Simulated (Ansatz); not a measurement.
Effect of Si → Ru on TiSi2

Base system: TiSi$_{2}$ (space group Fddd, No. 70; a = 4.7601 Å, b = 8.1802 Å, c = 8.4994 Å).

Now apply this change: Ru takes the place of Si on all its sites, then cell and atoms are relaxed.

Calculations: Ansatz (a quantum-chemistry and plane-wave program) PBEsol, scalar-relativistic without spin-orbit coupling, earlier PAW set. k-mesh 12×12×12 (Γ-centred); smearing 0.05 eV (Fermi–Dirac), for the changed cell.

| quantity | base | changed | shift |
|---|---|---|---|
| volume per atom | 13.79 Å³ | 14.14 Å³ | +0.35 Å³ |
| space group | Fddd (No. 70) | Fddd (No. 70) | – |
| shortest interatomic distance | 2.516 Å | 2.539 Å | +0.023 Å |
| band gap | zero | zero | – |

Final structure:

```yaml
crystal:
  lattice:
    - [0.00000, 3.98442, 4.27699]
    - [2.48884, 0.00000, 4.27699]
    - [2.48884, 3.98442, 0.00000]
  atoms:
    - { symbol: Ru, position: [0.67840, 0.32160, 0.67840] }
    - { symbol: Ru, position: [0.32160, 0.67840, 0.32160] }
    - { symbol: Ru, position: [0.57160, 0.92840, 0.57160] }
    - { symbol: Ru, position: [0.92840, 0.57160, 0.92840] }
    - { symbol: Ti, position: [0.00000, 0.00000, 0.00000] }
    - { symbol: Ti, position: [0.25000, 0.25000, 0.25000] }
```

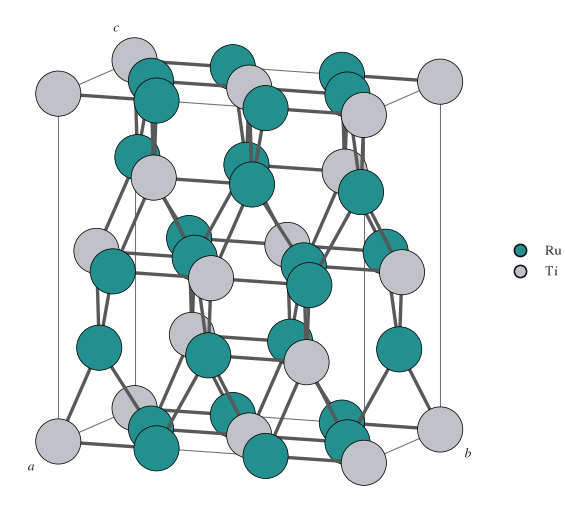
Fig. 1. The relaxed conventional cell after the change

Cost of the whole job for the changed cell (relaxation, final SCF and bands): very roughly 16 core-minutes.

Whether these cells are dynamically stable was not tested. As relaxed here, TiRu2 is a hypothetical phase, not in the database extracts checked. The final runs are not spin-polarised.
